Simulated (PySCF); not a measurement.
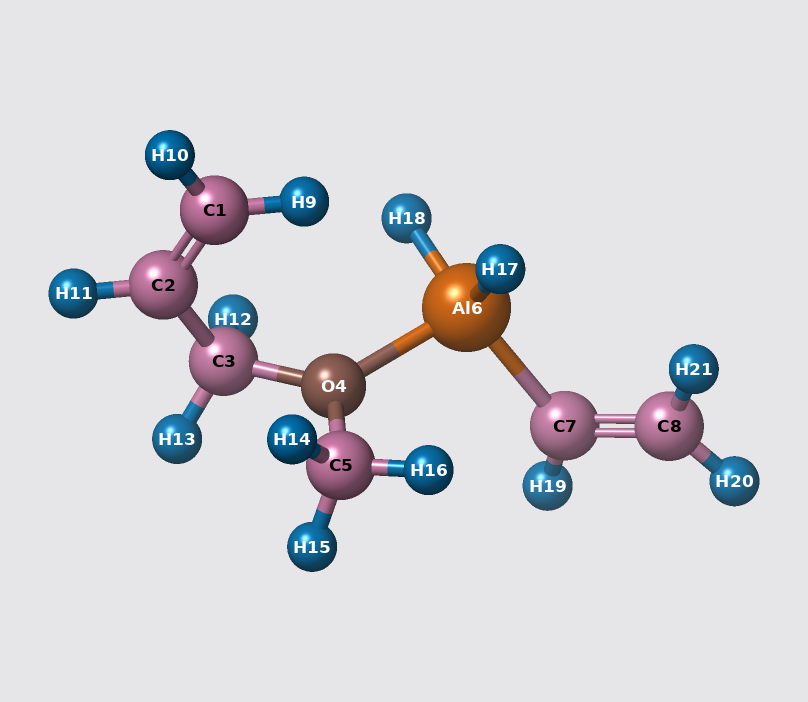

The geometry was computed by an optimisation with GFN2-xTB. No frequency run is at hand to confirm it as a minimum. Electric field gradients from the ground-state density, PBE0/pcSseg-1 (PySCF 2.14.0), non-relativistic apart from any core potentials.

Give the largest field-gradient component, the quadrupole coupling constant and the asymmetry for 17O at O4 (Q = −25.6 mb), 27Al at Al6 (Q = 146.6 mb), 2H at H9 (Q = 2.86 mb), 2H at H10 (Q = 2.86 mb).

```
atom  V_zz (a.u.)  e²qQ/h (MHz)     η
  O4       −2.027         12.19  0.70
 Al6        0.914          31.5  0.14
  H9        0.318         0.214  0.06
 H10        0.339         0.228  0.04
```

The geometry is semi-empirical. Around Al such bond lengths and angles can be off by a tenth of an ångström or more and by several degrees, and values that hang on the shape move with them.
